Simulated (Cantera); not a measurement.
A closed system holds: 1 mol CaCO₃, 1.8 mol CO₂, 3.8 mol O₂, 3.4 mol H₂O, held at 0.100 bar.

Method: chemical equilibrium by Gibbs-energy minimisation in Cantera with the NASA 1993 tables (ideal gas, pure condensed phases). Candidate condensed phases: C, C₆H₆, C₇H₈, C₈H₁₈, Ca, CaCO₃, CaO, Ca(OH)₂, H₂O; 115 gas species. Equilibrium is a limit: real reactors are often held back by kinetics, nucleation or transport.

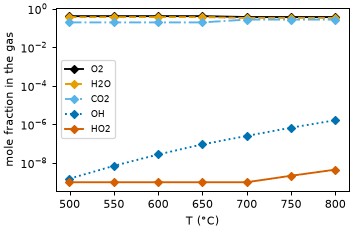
Equilibrium gas composition (values under 1e-9 drawn at 1e-9)

From 500 °C to 650 °C the condensed part is CaCO₃(calcite). From 700 °C to 800 °C the condensed part is CaO(s).
